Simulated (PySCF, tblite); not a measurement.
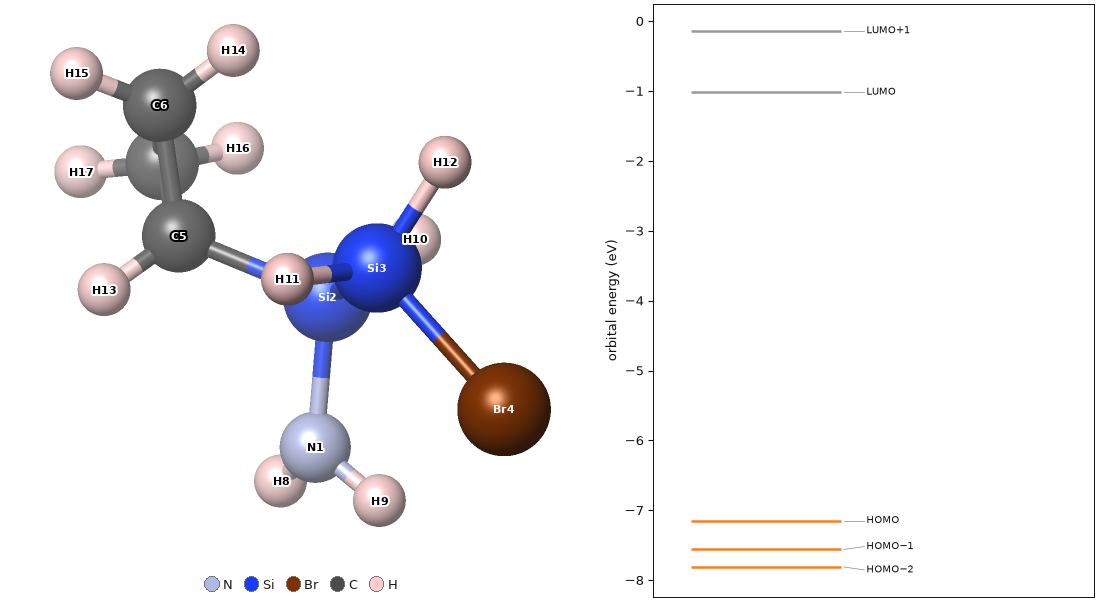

C₃H₁₀BrNSi₂, SMILES N[Si@H]([SiH2]Br)C1CC1. Kohn-Sham orbital energies near the frontier, B3LYP/def2-SVPD in PySCF, at a GFN2-xTB geometry (a minimum by its frequencies), isolated molecule; empty levels in grey, levels within 0.03 eV side by side.

Where do the frontier orbitals lie?

Answer. HOMO at −7.15 eV, LUMO at −1.02 eV, 6.13 eV apart.

On which atoms do HOMO and LUMO mostly sit?

Answer. HOMO: N1 42 %, Si2 14 %, Br4 13 %. LUMO: Si3 31 %, Br4 22 %, Si2 15 % (Löwdin shares).

Known limits of this run: the tight-binding geometry is rougher than a DFT one and adds to the error; spin-orbit coupling is left out, and with Br it can shift these levels and split any degenerate set; one conformer of a flexible molecule; empty levels above zero depend strongly on the basis.
